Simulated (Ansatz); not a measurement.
The reference is AlP in the zinc blende structure (space group F-43m, No. 216; a = 5.471 Å).

Modification: full substitution Al → In, then cell and atoms are relaxed.

Calculations: plane-wave PAW DFT at the PBEsol level (Ansatz, an electronic-structure program, 420 eV), without spin-orbit coupling.

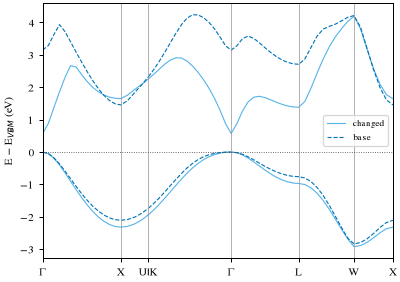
Figure: Highest valence and lowest conduction band along the path, each from its own valence-band maximum

The gap is 0.57 eV, direct at Γ; the base has 1.45 eV.

Stability against distortions was not tested.
